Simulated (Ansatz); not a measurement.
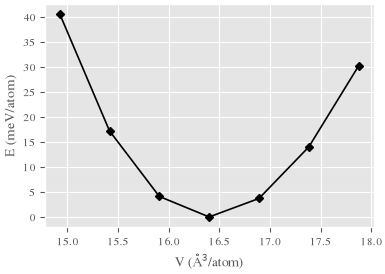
BeSe (zinc blende, space group No. 216) under volume change, plane-wave PAW LDA (Ansatz code), scaled uniformly.

### Question
What does a third-order Birch–Murnaghan fit give for V₀, B₀ and B′?

### Answer
V₀ = 16.40 Å³/atom, B₀ = 83.9 GPa, B′ = 3.9.

Space group F-43m (zinc blende). The cell was relaxed with LDA under the symmetry of its start; phonons on a q-mesh show no instability.

Potentials: the later of the program's two PAW sets.
